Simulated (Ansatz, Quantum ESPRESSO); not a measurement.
# Screening and band shifts of 1T-IrSeTe, 1 layer, part 4 of 6

How does 1T-IrSeTe, 1 layer respond to a gate-like field without added charge?

Quantum ESPRESSO 7.5; plane-wave DFT, LDA, GBRV ultrasoft pseudopotentials; geometry and cross-check by Ansatz 0.2.0 with PAW datasets.

So far. Step 6 (Ground state: field 0.1 V/Å): The dipole goes from -0.0120 to 0.0241 e Å, 0.3608 e Å per V/Å. Step 7 (Potential by pp.x): The slope in the vacuum is 0.100 eV/Å for an applied 0.10 V/Å, as it should be.

**8. Self-consistent run: field 0.2 V/Å**

f2.in

```
&control
  prefix = 'f2'
  outdir = './out'
  pseudo_dir = './pseudo'
  calculation = 'scf'
  tprnfor = .true.
  tefield = .true.
  dipfield = .true.
/
&system
  ibrav = 0
  nat = 3
  ntyp = 3
  ecutwfc = 40
  ecutrho = 200
  occupations = 'smearing'
  smearing = 'fd'
  degauss = 0.004
  edir = 3
  emaxpos = 0.97
  eopreg = 0.04
  eamp = 0.00388938
/
&electrons
  conv_thr = 1e-09
  mixing_beta = 0.4
  electron_maxstep = 120
  mixing_mode = 'plain'
  startingpot = 'file'
/
ATOMIC_SPECIES
  Te  127.6000  te_lda_v1.uspp.F.UPF
  Ir  192.2170  ir_lda_v1.2.uspp.F.UPF
  Se  78.9710  se_lda_v1.uspp.F.UPF
CELL_PARAMETERS angstrom
  3.80441833509578 0.00000000000000 -0.00000000000000
  -1.90220916754789 3.29472292481624 -0.00000000000000
  -0.00000000000000 -0.00000000000000 19.90282901880000
ATOMIC_POSITIONS crystal
  Te  0.666666666667 0.333333333333 0.430840597816
  Ir  -0.000000000000 0.000000000000 0.508811548981
  Se  0.333333333333 0.666666666667 0.568382884603
K_POINTS automatic
  12 12 1 0 0 0
```

Launch:

```sh
$ cp -r out/f0.save out/f2.save
$ OMP_NUM_THREADS=1 mpirun -n 4 pw.x -nk 4 -in f2.in > f2.out
```

The program printed:

```text
[banner, memory and clock lines left out]
Program PWSCF v.7.5 starts
[...]
number of electrons       =        27.00
     number of Kohn-Sham states=           18
     kinetic-energy cutoff     =      40.0000  Ry
     charge density cutoff     =     200.0000  Ry
[...]
number of k points=    74  Fermi-Dirac smearing, width (Ry)=  0.0040
[...]
Dense  grid:    80401 G-vectors     FFT dimensions: (  36,  36, 180)
[...]
The initial density is read from file :
[...]
negative rho (up, down):  3.220E-01 0.000E+00
[...]
Starting wfcs are   20 randomized atomic wfcs
[...]
negative rho (up, down):  3.217E-01 0.000E+00
[...]
estimated scf accuracy    <       0.05307353 Ry
[...]
negative rho (up, down):  3.222E-01 0.000E+00
[...]
estimated scf accuracy    <       0.63686123 Ry
[...]
negative rho (up, down):  3.220E-01 0.000E+00
[...]
estimated scf accuracy    <       0.00091394 Ry
[...]
negative rho (up, down):  3.220E-01 0.000E+00
[...]
estimated scf accuracy    <       0.00004383 Ry
[...]
negative rho (up, down):  3.220E-01 0.000E+00
[...]
estimated scf accuracy    <       0.00000360 Ry
[...]
negative rho (up, down):  3.220E-01 0.000E+00
[...]
estimated scf accuracy    <       0.00000075 Ry
[...]
negative rho (up, down):  3.220E-01 0.000E+00
[...]
estimated scf accuracy    <       0.00000004 Ry
[...]
negative rho (up, down):  3.220E-01 0.000E+00
[...]
estimated scf accuracy    <          4.7E-09 Ry
[...]
negative rho (up, down):  3.220E-01 0.000E+00
[...]
estimated scf accuracy    <          1.1E-09 Ry
[...]
negative rho (up, down):  3.220E-01 0.000E+00
[...]
Computed dipole along edir(3) :
        Dipole                0.1138 Ry au,          0.2891 Debye
        Dipole field          0.0008 Ry au,
        E field amplitude [Ha a.u.]:  3.8894E-03
        Potential amp.        0.2195 Ry
        Total length         36.1065 bohr
[...]
the Fermi energy is    -1.0329 ev
!    total energy              =    -251.61831861 Ry
     estimated scf accuracy    <          4.5E-11 Ry
     smearing contrib. (-TS)   =      -0.00226308 Ry
     internal energy E=F+TS    =    -251.61605553 Ry
[...]
one-electron contribution =    -903.03033545 Ry
     hartree contribution      =     454.82249317 Ry
     xc contribution           =     -93.90208156 Ry
     ewald contribution        =     290.49465662 Ry
     electric field correction =      -0.00078831 Ry
     convergence has been achieved in  10 iterations
     negative rho (up, down):  3.220E-01 0.000E+00
[...]
Total force =     0.033053     Total SCF correction =     0.000033
[...]
```

Elapsed: 63 s, on 4 MPI ranks of Arm Neoverse V1, shared host; peak memory 0.65 GiB; 4.2 min of CPU time.

This step gave:

- free energy: -3423.4416 eV
- energy at zero smearing: -3423.4262 eV
- Fermi energy: -1.033 eV
- dipole along the normal: 0.06019 e·Å

The dipole goes from -0.0120 to 0.0602 e Å, 0.3610 e Å per V/Å.

**9. Potential by pp.x**

f2.pot.in

```
&inputpp
  prefix = 'f2'
  outdir = './out'
  filplot = 'f2.pot.dat'
  plot_num = 11
/
```

Launch:

```sh
$ OMP_NUM_THREADS=1 mpirun -n 4 pp.x -in f2.pot.in > f2.pot.out
```

The job ended after 1.2 s (4 MPI ranks; peak memory 0.12 GiB; 4.6 s of CPU time).

Numbers from this step:

| Quantity | Value |
| --- | --- |
| slope of the potential above | 0.2000 eV/Å |
| upper vacuum line continued to the top atoms, over the Fermi level | 5.042 eV |
| slope of the potential below | 0.1999 eV/Å |
| lower vacuum line continued to the bottom atoms, over the Fermi level | 5.363 eV |

The slope in the vacuum is 0.200 eV/Å for an applied 0.20 V/Å, as it should be.

**10. Band structure: field 0.2 V/Å**

f2.bands.in

```
&control
  prefix = 'f2.bands'
  outdir = './out'
  pseudo_dir = './pseudo'
  calculation = 'bands'
  tefield = .true.
  dipfield = .true.
/
&system
  ibrav = 0
  nat = 3
  ntyp = 3
  ecutwfc = 40
  ecutrho = 200
  occupations = 'smearing'
  smearing = 'fd'
  degauss = 0.004
  edir = 3
  emaxpos = 0.97
  eopreg = 0.04
  eamp = 0.00388938
  nbnd = 19
/
&electrons
  conv_thr = 1e-07
  mixing_beta = 0.4
  electron_maxstep = 120
  mixing_mode = 'local-TF'
/
ATOMIC_SPECIES
  Te  127.6000  te_lda_v1.uspp.F.UPF
  Ir  192.2170  ir_lda_v1.2.uspp.F.UPF
  Se  78.9710  se_lda_v1.uspp.F.UPF
CELL_PARAMETERS angstrom
  3.80441833509578 0.00000000000000 -0.00000000000000
  -1.90220916754789 3.29472292481624 -0.00000000000000
  -0.00000000000000 -0.00000000000000 19.90282901880000
ATOMIC_POSITIONS crystal
  Te  0.666666666667 0.333333333333 0.430840597816
  Ir  -0.000000000000 0.000000000000 0.508811548981
  Se  0.333333333333 0.666666666667 0.568382884603
K_POINTS crystal_b
4
  0.0000000000 0.0000000000 0.0000000000 14
  0.5000000000 0.0000000000 0.0000000000 14
  0.3333333333 0.3333333333 0.0000000000 14
  0.0000000000 0.0000000000 0.0000000000 1
```

Launch:

```sh
$ cp -r out/f2.save out/f2.bands.save
$ cp out/f2.xml out/f2.bands.xml
$ OMP_NUM_THREADS=1 mpirun -n 4 pw.x -nk 4 -in f2.bands.in > f2.bands.out
```

The program printed:

```text
[banner, memory and clock lines left out]
Program PWSCF v.7.5 starts
[citation notice left out]

[...]
bravais-lattice index     =            0
     lattice parameter (alat)  =       7.1893  a.u.
     unit-cell volume          =    1683.5212 (a.u.)^3
     number of atoms/cell      =            3
     number of atomic types    =            3
     number of electrons       =        27.00
     number of Kohn-Sham states=           19
     kinetic-energy cutoff     =      40.0000  Ry
     charge density cutoff     =     200.0000  Ry
     Exchange-correlation= SLA  PZ   NOGX NOGC
                           (   1   1   0   0   0   0   0)

[...]
PseudoPot. # 1 for Te read from file:
     ./pseudo/te_lda_v1.uspp.F.UPF
     Pseudo is Ultrasoft + core correction, Zval =  6.0
     Generated by new atomic code, or converted to UPF format
     Using radial grid of  891 points,  5 beta functions with:
                l(1) =   0
                l(2) =   0
                l(3) =   1
                l(4) =   1
                l(5) =   2
     Q(r) pseudized with  6 coefficients,  rinner =    1.800   1.800   1.800
                                                       1.800   1.800

     PseudoPot. # 2 for Ir read from file:
     ./pseudo/ir_lda_v1.2.uspp.F.UPF
     Pseudo is Ultrasoft + core correction, Zval = 15.0
     Generated by new atomic code, or converted to UPF format
     Using radial grid of  983 points,  7 beta functions with:
                l(1) =   0
                l(2) =   0
                l(3) =   1
                l(4) =   1
                l(5) =   1
                l(6) =   2
                l(7) =   2
     Q(r) pseudized with  8 coefficients,  rinner =    1.400   1.400   1.400
                                                       1.400   1.400

     PseudoPot. # 3 for Se read from file:
     ./pseudo/se_lda_v1.uspp.F.UPF
     Pseudo is Ultrasoft + core correction, Zval =  6.0
     Generated by new atomic code, or converted to UPF format
     Using radial grid of  877 points,  6 beta functions with:
                l(1) =   0
                l(2) =   0
                l(3) =   1
                l(4) =   1
                l(5) =   2
                l(6) =   2
     Q(r) pseudized with  8 coefficients,  rinner =    1.300   1.300   1.300
                                                       1.300   1.300

     atomic species   valence    mass     pseudopotential
     Te                6.00   127.60000     Te( 1.00)
     Ir               15.00   192.21700     Ir( 1.00)
     Se                6.00    78.97100     Se( 1.00)

     No symmetry found

[...]
number of k points=    43  Fermi-Dirac smearing, width (Ry)=  0.0040
[...]
Dense  grid:    80401 G-vectors     FFT dimensions: (  36,  36, 180)

     Smooth grid:    57589 G-vectors     FFT dimensions: (  30,  30, 160)

     The potential is recalculated from file :
     ./out/f2.bands.save/charge-density

     negative rho (up, down):  3.220E-01 0.000E+00

     Adding external electric field

     Computed dipole along edir(3) :
        Dipole                0.1138 Ry au,          0.2891 Debye
        Dipole field          0.0008 Ry au,

        E field amplitude [Ha a.u.]:  3.8894E-03
        Potential amp.        0.2195 Ry
        Total length         36.1065 bohr

     Starting wfcs are   20 randomized atomic wfcs

     Band Structure Calculation
     Davidson diagonalization with overlap

     ethr =  3.70E-10,  avg # of iterations = 72.4

     End of band structure calculation

          k = 0.0000 0.0000 0.0000 (  7233 PWs)   bands (ev):

   -49.6942 -49.6709 -49.6709 -15.1070 -12.7820  -6.1456  -5.7895  -5.7895
    -3.1811  -3.1811  -2.5803  -1.3930  -0.9763  -0.9763   2.2130   2.2130
     2.5673   3.3165   4.0421

          k = 0.0357 0.0206 0.0000 (  7215 PWs)   bands (ev):

   -49.6942 -49.6711 -49.6710 -15.0952 -12.7782  -6.1358  -5.7967  -5.7812
    -3.2084  -3.1986  -2.5717  -1.4805  -0.9672  -0.9246   2.0606   2.1820
     2.6239   3.3682   4.0821

[...]
```

Run time: 39 s. Hardware: 4 MPI ranks; peak memory 0.36 GiB.

Band numbers count within the set of bands kept for display. Electronic bands along the path, in eV, zero at the Fermi level; # counts the bands kept:

| point | #6 | #7 | #8 | #9 | #10 | #11 | #12 | #13 |
| --- | --- | --- | --- | --- | --- | --- | --- | --- |
| Γ | -1.55 | -0.36 | 0.06 | 0.06 | 3.25 | 3.25 | 3.60 | 4.35 |
| M | -2.02 | -1.38 | -1.35 | -1.28 | 2.48 | 2.82 | 3.99 | 5.25 |
| K | -2.87 | -1.62 | -0.79 | -0.32 | 1.17 | 2.47 | 5.06 | 6.86 |
| Γ | -1.55 | -0.36 | 0.06 | 0.06 | 3.25 | 3.25 | 3.60 | 4.35 |

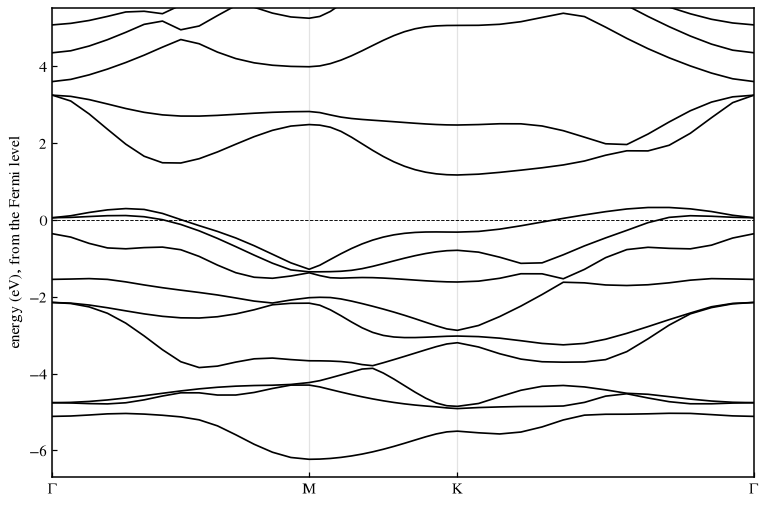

Electronic bands along the path.

Upper empty bands that drop with the field can be states of the vacuum, held by the sawtooth; they depend on the cell's width.

**11. Self-consistent run: field 0.3 V/Å**

f3.in is the input of step 8 with these lines changed:

```diff
@@ -1,3 +1,3 @@
 &control
-  prefix = 'f2'
+  prefix = 'f3'
   outdir = './out'
@@ -21,3 +21,3 @@
   eopreg = 0.04
-  eamp = 0.00388938
+  eamp = 0.00583407
 /
```

Launch:

```sh
$ cp -r out/f0.save out/f3.save
$ OMP_NUM_THREADS=1 mpirun -n 4 pw.x -nk 4 -in f3.in > f3.out
```

The program printed:

```text
[banner, memory and clock lines left out]
Program PWSCF v.7.5 starts
[...]
number of electrons       =        27.00
     number of Kohn-Sham states=           18
     kinetic-energy cutoff     =      40.0000  Ry
     charge density cutoff     =     200.0000  Ry
[...]
number of k points=    74  Fermi-Dirac smearing, width (Ry)=  0.0040
[...]
Dense  grid:    80401 G-vectors     FFT dimensions: (  36,  36, 180)
[...]
The initial density is read from file :
[...]
negative rho (up, down):  3.220E-01 0.000E+00
[...]
Starting wfcs are   20 randomized atomic wfcs
[...]
negative rho (up, down):  3.215E-01 0.000E+00
[...]
estimated scf accuracy    <       0.12304583 Ry
[...]
negative rho (up, down):  3.226E-01 0.000E+00
[...]
estimated scf accuracy    <       1.66747734 Ry
[...]
negative rho (up, down):  3.221E-01 0.000E+00
[...]
estimated scf accuracy    <       0.00438867 Ry
[...]
negative rho (up, down):  3.220E-01 0.000E+00
[...]
estimated scf accuracy    <       0.00016122 Ry
[...]
negative rho (up, down):  3.220E-01 0.000E+00
[...]
estimated scf accuracy    <       0.00002125 Ry
[...]
negative rho (up, down):  3.220E-01 0.000E+00
[...]
estimated scf accuracy    <       0.00000848 Ry
[...]
negative rho (up, down):  3.220E-01 0.000E+00
[...]
estimated scf accuracy    <       0.00000047 Ry
[...]
negative rho (up, down):  3.220E-01 0.000E+00
[...]
estimated scf accuracy    <       0.00000005 Ry
[...]
negative rho (up, down):  3.220E-01 0.000E+00
[...]
estimated scf accuracy    <          2.1E-09 Ry
[...]
negative rho (up, down):  3.220E-01 0.000E+00
[...]
estimated scf accuracy    <          1.3E-09 Ry
[...]
negative rho (up, down):  3.220E-01 0.000E+00
[...]
Computed dipole along edir(3) :
        Dipole                0.1821 Ry au,          0.4630 Debye
        Dipole field          0.0014 Ry au,
        E field amplitude [Ha a.u.]:  5.8341E-03
        Potential amp.        0.3231 Ry
        Total length         36.1065 bohr
[...]
the Fermi energy is    -1.0304 ev
!    total energy              =    -251.61889396 Ry
     estimated scf accuracy    <          3.0E-11 Ry
     smearing contrib. (-TS)   =      -0.00225537 Ry
     internal energy E=F+TS    =    -251.61663859 Ry
[...]
one-electron contribution =    -902.98940213 Ry
     hartree contribution      =     454.78128742 Ry
     xc contribution           =     -93.90130283 Ry
     ewald contribution        =     290.49465662 Ry
     electric field correction =      -0.00187768 Ry
     convergence has been achieved in  11 iterations
     negative rho (up, down):  3.220E-01 0.000E+00
[...]
Total force =     0.033113     Total SCF correction =     0.000015
[...]
```

The job ended after 67 s (4 MPI ranks; peak memory 0.76 GiB).

This step gave:

* free energy: -3423.4495 eV
* energy at zero smearing: -3423.4341 eV
* Fermi energy: -1.030 eV
* dipole along the normal: 0.09639 e·Å

The dipole goes from -0.0120 to 0.0964 e Å, 0.3614 e Å per V/Å.

**12. Electrostatic potential**

f3.pot.in

```
&inputpp
  prefix = 'f3'
  outdir = './out'
  filplot = 'f3.pot.dat'
  plot_num = 11
/
```

Launch:

```sh
$ OMP_NUM_THREADS=1 mpirun -n 4 pp.x -in f3.pot.in > f3.pot.out
```

It took 1.2 s on 4 MPI ranks; peak memory 0.12 GiB.

Numbers from this step:

| Item | Value |
| --- | --- |
| slope of the potential above | 0.3000 eV/Å |
| upper vacuum line continued to the top atoms, over the Fermi level | 4.935 eV |
| slope of the potential below | 0.2999 eV/Å |
| lower vacuum line continued to the bottom atoms, over the Fermi level | 5.505 eV |

The slope in the vacuum is 0.300 eV/Å for an applied 0.30 V/Å, as it should be.

Each curve counts from the Fermi level of its own run.

The potential energy (potential at 0 V/Å) oscillates, so the rows of the table below give means over windows of 2 Å about each position, cut where the curve ends. Its maxima inside the range that stand out by 2 % of the span (Å: eV): 8.5: 19.0, 10.7: -9.79. Its minima: 7.6: 1.47, 10.2: -12.3, 11.3: -12.2.

The runs together. Table of potential energy by z; means over each step:

| z (Å) | potential at 0 V/Å (eV) | potential at 0.1 V/Å (eV) | potential at 0.2 V/Å (eV) | potential at 0.3 V/Å (eV) |
| --- | --- | --- | --- | --- |
| 0 | 5.09 | 4.46 | 3.83 | 3.20 |
| 2 | 5.09 | 4.57 | 4.05 | 3.53 |
| 4 | 5.09 | 4.77 | 4.45 | 4.13 |
| 6 | 4.95 | 4.82 | 4.69 | 4.57 |
| 8 | 9.22 | 9.21 | 9.19 | 9.18 |
| 10 | -7.41 | -7.41 | -7.41 | -7.42 |
| 12 | -2.38 | -2.36 | -2.34 | -2.32 |
| 14 | 5.22 | 5.38 | 5.54 | 5.70 |
| 16 | 5.26 | 5.62 | 5.98 | 6.34 |
| 18 | 5.26 | 5.82 | 6.38 | 6.94 |

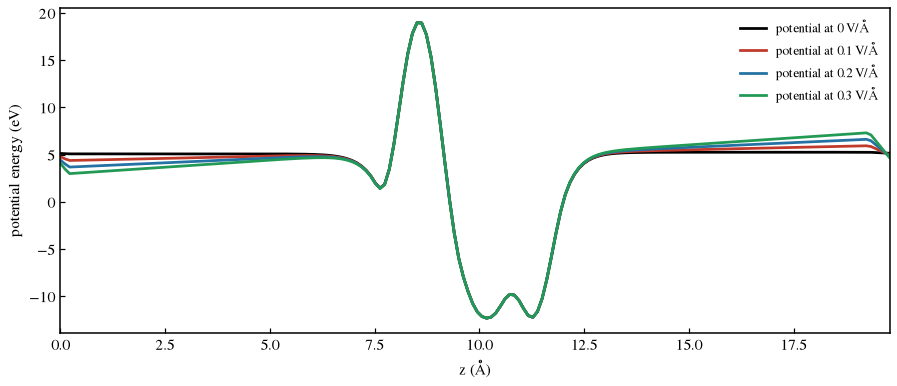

Potential energy, plotted against z.

**13. Bands along a path: field 0.3 V/Å**

f3.bands.in is the input of step 10 with these lines changed:

```diff
@@ -1,3 +1,3 @@
 &control
-  prefix = 'f2.bands'
+  prefix = 'f3.bands'
   outdir = './out'
@@ -20,3 +20,3 @@
   eopreg = 0.04
-  eamp = 0.00388938
+  eamp = 0.00583407
   nbnd = 19
```

Launch:

```sh
$ cp -r out/f3.save out/f3.bands.save
$ cp out/f3.xml out/f3.bands.xml
$ OMP_NUM_THREADS=1 mpirun -n 4 pw.x -nk 4 -in f3.bands.in > f3.bands.out
```

The program printed:

```text
[banner, memory and clock lines left out]
Program PWSCF v.7.5 starts
[citation notice left out]

[...]
bravais-lattice index     =            0
     lattice parameter (alat)  =       7.1893  a.u.
     unit-cell volume          =    1683.5212 (a.u.)^3
     number of atoms/cell      =            3
     number of atomic types    =            3
     number of electrons       =        27.00
     number of Kohn-Sham states=           19
     kinetic-energy cutoff     =      40.0000  Ry
     charge density cutoff     =     200.0000  Ry
     Exchange-correlation= SLA  PZ   NOGX NOGC
                           (   1   1   0   0   0   0   0)

[...]
PseudoPot. # 1 for Te read from file:
     ./pseudo/te_lda_v1.uspp.F.UPF
     Pseudo is Ultrasoft + core correction, Zval =  6.0
     Generated by new atomic code, or converted to UPF format
     Using radial grid of  891 points,  5 beta functions with:
                l(1) =   0
                l(2) =   0
                l(3) =   1
                l(4) =   1
                l(5) =   2
     Q(r) pseudized with  6 coefficients,  rinner =    1.800   1.800   1.800
                                                       1.800   1.800

     PseudoPot. # 2 for Ir read from file:
     ./pseudo/ir_lda_v1.2.uspp.F.UPF
     Pseudo is Ultrasoft + core correction, Zval = 15.0
     Generated by new atomic code, or converted to UPF format
     Using radial grid of  983 points,  7 beta functions with:
                l(1) =   0
                l(2) =   0
                l(3) =   1
                l(4) =   1
                l(5) =   1
                l(6) =   2
                l(7) =   2
     Q(r) pseudized with  8 coefficients,  rinner =    1.400   1.400   1.400
                                                       1.400   1.400

     PseudoPot. # 3 for Se read from file:
     ./pseudo/se_lda_v1.uspp.F.UPF
     Pseudo is Ultrasoft + core correction, Zval =  6.0
     Generated by new atomic code, or converted to UPF format
     Using radial grid of  877 points,  6 beta functions with:
                l(1) =   0
                l(2) =   0
                l(3) =   1
                l(4) =   1
                l(5) =   2
                l(6) =   2
     Q(r) pseudized with  8 coefficients,  rinner =    1.300   1.300   1.300
                                                       1.300   1.300

     atomic species   valence    mass     pseudopotential
     Te                6.00   127.60000     Te( 1.00)
     Ir               15.00   192.21700     Ir( 1.00)
     Se                6.00    78.97100     Se( 1.00)

     No symmetry found

[...]
number of k points=    43  Fermi-Dirac smearing, width (Ry)=  0.0040
[...]
Dense  grid:    80401 G-vectors     FFT dimensions: (  36,  36, 180)

     Smooth grid:    57589 G-vectors     FFT dimensions: (  30,  30, 160)

     The potential is recalculated from file :
     ./out/f3.bands.save/charge-density

     negative rho (up, down):  3.220E-01 0.000E+00

     Adding external electric field

     Computed dipole along edir(3) :
        Dipole                0.1821 Ry au,          0.4630 Debye
        Dipole field          0.0014 Ry au,

        E field amplitude [Ha a.u.]:  5.8341E-03
        Potential amp.        0.3231 Ry
        Total length         36.1065 bohr

     Starting wfcs are   20 randomized atomic wfcs

     Band Structure Calculation
     Davidson diagonalization with overlap

     ethr =  3.70E-10,  avg # of iterations = 71.5

     End of band structure calculation

          k = 0.0000 0.0000 0.0000 (  7233 PWs)   bands (ev):

   -49.6937 -49.6701 -49.6701 -15.1037 -12.7841  -6.1439  -5.7879  -5.7879
    -3.1800  -3.1800  -2.5912  -1.3820  -0.9752  -0.9752   2.2133   2.2133
     2.3980   3.0396   3.9483

          k = 0.0357 0.0206 0.0000 (  7215 PWs)   bands (ev):

   -49.6937 -49.6703 -49.6702 -15.0919 -12.7804  -6.1343  -5.7949  -5.7796
    -3.2073  -3.1975  -2.5824  -1.4721  -0.9661  -0.9211   2.0608   2.1824
     2.4396   3.0950   4.0215

[...]
```

It took 40 s on 4 MPI ranks; peak memory 0.36 GiB; 2.6 min of CPU time.

Band numbers count within the set of bands kept for display. Electronic bands along the path, in eV, zero at the Fermi level; # counts the bands kept:

| point | #6 | #7 | #8 | #9 | #10 | #11 | #12 | #13 |
| --- | --- | --- | --- | --- | --- | --- | --- | --- |
| Γ | -1.56 | -0.35 | 0.06 | 0.06 | 3.24 | 3.24 | 3.43 | 4.07 |
| M | -2.03 | -1.38 | -1.35 | -1.28 | 2.47 | 2.82 | 3.97 | 5.24 |
| K | -2.88 | -1.62 | -0.80 | -0.32 | 1.16 | 2.47 | 5.04 | 6.81 |
| Γ | -1.56 | -0.35 | 0.06 | 0.06 | 3.24 | 3.24 | 3.43 | 4.07 |

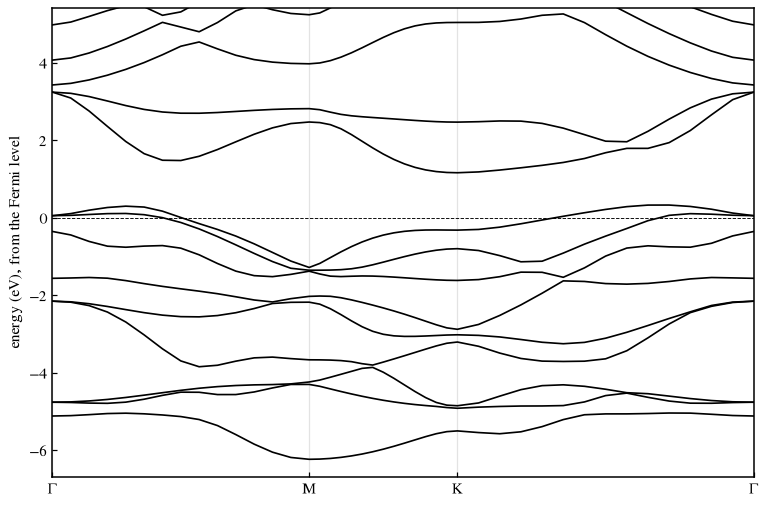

Electronic bands along the path.

Upper empty bands that drop with the field can be states of the vacuum, held by the sawtooth; they depend on the cell's width.

(Continued in part 5 of 6.)

[Logs are printed without paths, hosts, clocks, repeated set-up lines and the standing remarks that a program may print on its own settings, such as how far it seeks lower states.]

[Hosts, paths, dates, database ids (printed as entryN), source tags and the programs' standing remarks are cut or masked in the printed files.]

[Maps of the electrostatic potential energy from Ansatz leave out the sawtooth potential of an applied field or a dipole correction, so their vacuum need not be flat; planar profiles and work functions include it.]
